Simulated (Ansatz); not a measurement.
System: RbScPtC6N6.

The calculation's input:

```
crystal:
  lattice:
    - [0.0, 5.5204263141, 5.5204263141]
    - [5.5204263141, 0.0, 5.5204263141]
    - [5.5204263141, 5.5204263141, 0.0]
  atoms:
    - { symbol: Rb, position: [0.25, 0.25, 0.25] }
    - { symbol: Sc, position: [0.5, 0.5, 0.5], spin: 0.31 }
    - { symbol: Pt, position: [0.0, 0.0, 0.0], spin: 0.62 }
    - { symbol: C, position: [0.8076084636, 0.1923915364, 0.1923915364] }
    - { symbol: C, position: [0.8076084636, 0.1923915364, 0.8076084636] }
    - { symbol: C, position: [0.8076084636, 0.8076084636, 0.1923915364] }
    - { symbol: C, position: [0.1923915364, 0.8076084636, 0.8076084636] }
    - { symbol: C, position: [0.1923915364, 0.8076084636, 0.1923915364] }
    - { symbol: C, position: [0.1923915364, 0.1923915364, 0.8076084636] }
    - { symbol: "N", position: [0.7014084936, 0.2985915064, 0.2985915064] }
    - { symbol: "N", position: [0.7014084936, 0.2985915064, 0.7014084936] }
    - { symbol: "N", position: [0.7014084936, 0.7014084936, 0.2985915064] }
    - { symbol: "N", position: [0.2985915064, 0.7014084936, 0.7014084936] }
    - { symbol: "N", position: [0.2985915064, 0.7014084936, 0.2985915064] }
    - { symbol: "N", position: [0.2985915064, 0.2985915064, 0.7014084936] }
basis:
  ecutwfc: 420
kpoints:
  mp_grid: { grid: [6, 6, 6] }
  band_path:
    path:
      - [[0.0, 0.0, 0.0], [-0.5, -0.5, 0.0], [-0.375, -0.375, 0.25]]
      - [[-0.375, 0.0, 0.375], [0.0, 0.0, 0.0], [0.0, 0.0, 0.5], [-0.5, -0.25, 0.25], [-0.5, -0.5, 0.0]]
    npoints: 10
hamiltonian:
  xc: pbe
scf:
  occupations: { method: gaussian, width: 0.1 }
  n_extra_bands: 37
output:
  forces: true
  stress: true
  eigenvalues: true
  populations: true
  dos: { projected: true, de: 0.02, nscf_kmesh: { grid: [8, 8, 8] } }
  bader: false
  write_density: true
  write_potential: true
  elf: true
  volumetric_format: npy
magnetization:
  spin_polarized: true
checkpoint:
  read: start.run
  write: ck
  compress: false
  write_wavefunctions: false
  write_every: 100000
```

Run with:

```sh
ansatz run input.yaml --threads 1 --pin off --max-ram 2560MiB --backend cpu --events-out ev --progress --plain --runs-dir out
```

Below, planes, directions and counts refer to the conventional cell (a = 11.04 Å, b = 11.04 Å, c = 11.04 Å, α = 90.00°, β = 90.00°, γ = 90.00°).

Space group F-43m; a structure generated by program, which may or may not match a known phase; spin-polarised.

Method: Ansatz 0.2.0, DFT PBE, scalar-relativistic, plane waves, PAW.

Predict the valence pseudo-density, electron localisation function and spin density between the atoms.

C–N (1.17 Å): ρ is about 3.5 e/Å³ halfway; the ELF peaks at about 0.85 between the atoms.
Pt–C (2.12 Å): the density is about 0.8 e/Å³ at the midpoint; the ELF peaks at about 0.90 in the valence shell of C, 0.6 Å from its nucleus, and is about 0.25 at the midpoint.
Sc–N (2.22 Å): ρ at the midpoint is about 0.39 e/Å³; the ELF peaks at about 0.90 in the valence shell of N, 0.6 Å from its nucleus, and is about 0.15 at the midpoint: no localised pair shows between them.
Rb–N (3.94 Å): ρ at the midpoint is about 0.01 e/Å³; the ELF is about 0 at the midpoint; no shared electron pair shows on this line.
The spin density sits on Pt: +0.6 μB (×4) in one cell of 60 atoms, with smaller moments on other sites: Sc (up to +0.28 μB): parallel main moments (a ferromagnetic arrangement) in this solution. The cell of the calculation (15 atoms) carries 2.0 μB of net spin moment.

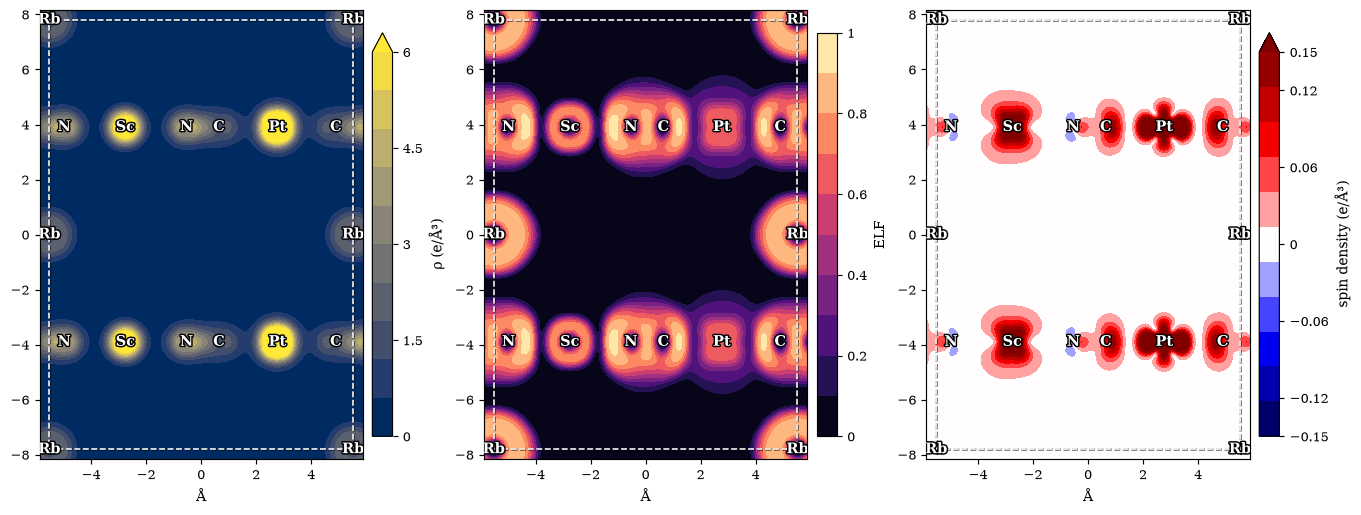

Computed valence pseudo-density, electron localisation function and spin density on the (011) plane of the conventional cell, in this order. 

The density is the valence pseudo-density of a PAW calculation; it isn't the true density close to the nuclei.
